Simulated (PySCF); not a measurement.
**GaP (triplet): density, localisation and related maps**

```tsv
atom	x (Å)	y (Å)	z (Å)
Ga	0.0000	0.0000	-0.7633
P	0.0000	0.0000	1.6987
```

Theory: PBE0/def2-TZVPP, non-relativistic Hamiltonian with scalar-relativistic core potentials where named, at a bond length of 2.462 Å in PySCF 2.14.0.

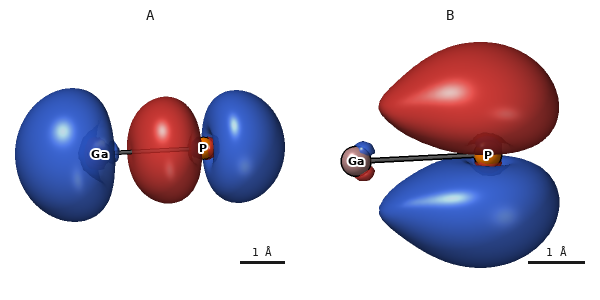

Figure 1. Two frontier α-spin orbitals, each drawn at the value that holds 80 % of its norm (blue and red are the two phases), in no order; of a degenerate pair one member is drawn.

**Name the orbitals and rank them from lowest to highest energy.**

Orbital B: π, occupied in this spin, −7.12 eV; mainly on P (85 %).
Orbital A: σ, occupied in this spin, −5.88 eV; shared between the atoms (Ga 50 %, P 50 %).

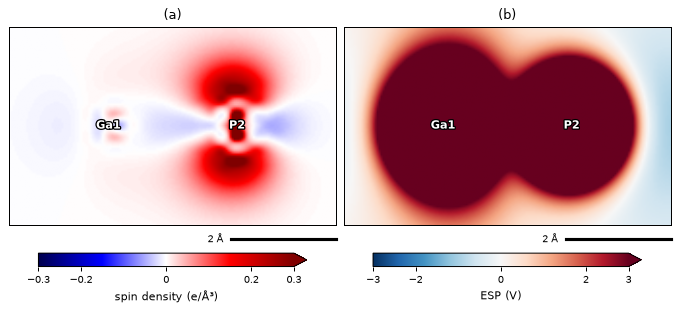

Figure 2. (a) spin density (α minus β); (b) molecular electrostatic potential on a plane that holds the molecular axis.

**Interpret the plot.**

The plane passes through Ga and P nuclei. The unpaired spin (2 electrons) lies mostly on P2 (about 1.8) and Ga1 (about 0.2), in electrons by Hirshfeld's partition. Outside the dense part of the molecule the potential is most negative (−1.0 V) near P2.

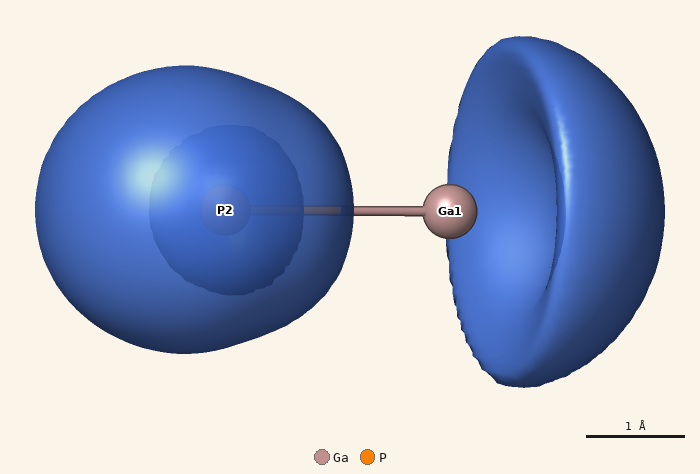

Figure 3. Isosurface of the ELF at 0.75 (blue), seen from one side. Core shells and regions of very low density are left out.

**Describe the localisation domains.**

At this value the surface marks out one region on P in which the atom's valence shell and bonds are merged and one lobe on Ga, pointing away from the bonds (non-bonding electrons).


Ga–P (2.46 Å): the ELF peaks at about 0.90 in the valence shell of P, 1.0 Å from its nucleus, and is about 0.80 at the midpoint.
